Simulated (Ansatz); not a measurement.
**BrH₃Si: density, localisation and related maps**

The calculation's input:

```
crystal:
  periodic: [false, false, false]
  atoms:
    - {symbol: Br, position_ang: [-1.794708, 0.110732, 0.786862]}
    - {symbol: Si, position_ang: [0.407585, 0.337147, -0.625201]}
    - {symbol: H, position_ang: [-0.279026, 1.555309, -1.230671]}
    - {symbol: H, position_ang: [-2.030230, -1.285764, 0.613757]}
    - {symbol: H, position_ang: [0.917619, 1.134196, 0.569182]}
basis:
  gaussian:
    orbitals: def2-TZVPD
hamiltonian:
  xc: {name: PBE0}
output:
  forces: true
  orbitals: {seedname: orbitals}
```

Launched as:

```sh
ansatz run input.yaml --threads 2 --pin off --max-ram 4350MiB --events-out events.jsonl --progress --plain --runs-dir runs
```

Geometry: PBE0-D4/def2-TZVP.

Computed with Ansatz 0.2.0, isolated molecule in a Gaussian basis; Kohn-Sham density functional theory, functional PBE0.

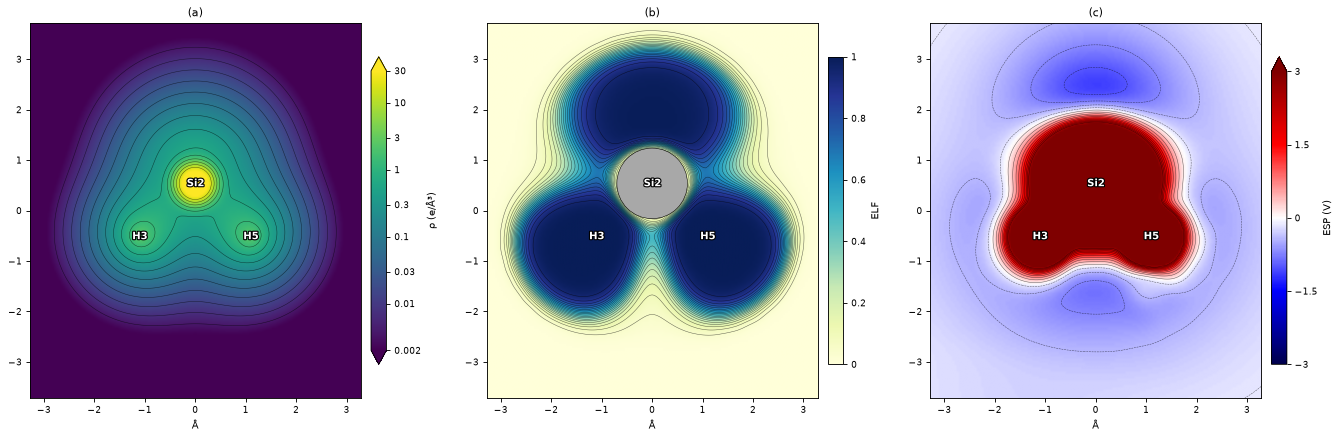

Figure 1. (a) electron density; (b) electron localisation function; (c) electrostatic potential on the plane of atoms H3, Si2 and H5. Grey discs cover the atomic cores in the ELF map.

What does the map show?

The section cuts through Si and H sites. Si–H (1.52 Å): ρ is about 0.75 e/Å³ halfway; the ELF climbs to about 1 towards the hydrogen, as it does in any bond to H. The ELF also peaks beside Si2, away from the bonds: lone-pair regions. Outside the dense part of the molecule the potential is most negative (−1.1 V) near Si2.

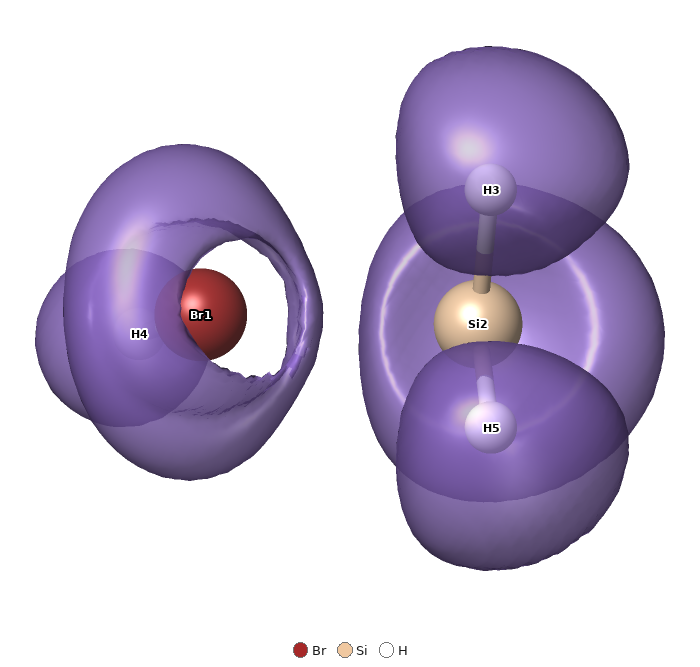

Figure 2. Isosurface of the electron localisation function at 0.8 (purple), seen at a tilt. Only the valence region is drawn (cores and ρ < 0.01 e/Å³ removed).

Describe the localisation domains.

The surface consists of three regions around hydrogen nuclei, one lobe on Si, pointing away from the bonds (lone pairs) and one region wrapped around Br (its lone pairs, merged into a ring or cap). Profiles from the grid: Br–H (1.43 Å): the ELF climbs to about 1 towards the hydrogen.

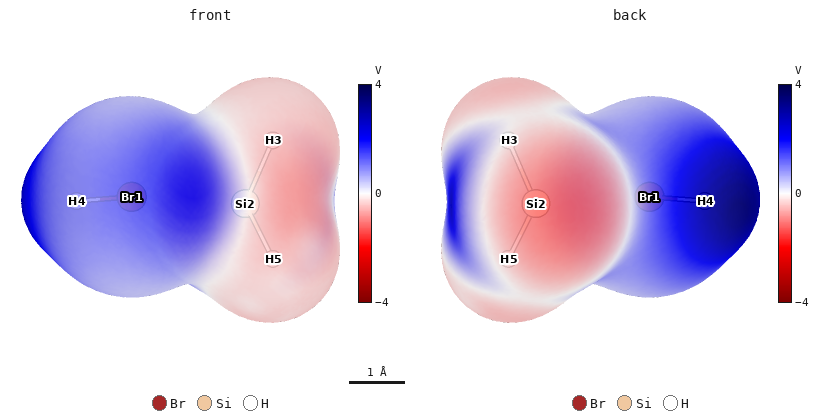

Figure 3. The electrostatic potential painted on the density surface at 0.004 e/bohr³, seen from the front and from behind; the colour scale runs from red (negative) to blue (positive).

Which sites attract a positive test charge, and which a negative one?

A positive charge is drawn to the negative regions and a negative charge to the positive ones. The most negative region (about −1.2 V) lies over Si2, the most positive (about +3.5 V) over H4. Br1 shows a σ-hole: about +1.9 V at the tip opposite its bond, against about +0.5 V on its flanks.

How polar is the molecule by this calculation?

Its dipole moment is 2.76 D.

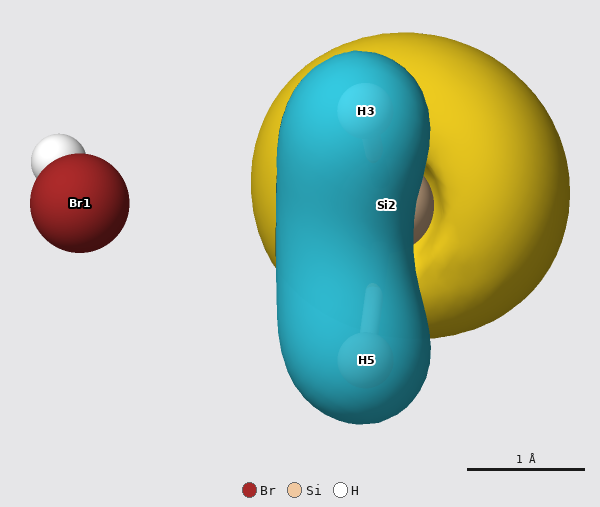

Figure 4. The HOMO at ±0.15 Å⁻³ᐟ² (yellow and cyan are the two phases), seen at a tilt.

Describe this orbital and give its energy.

It lies mainly on Si2 (about 75 %), H3 (about 10 %) and H5 (about 10 %). Its energy is −6.18 eV.
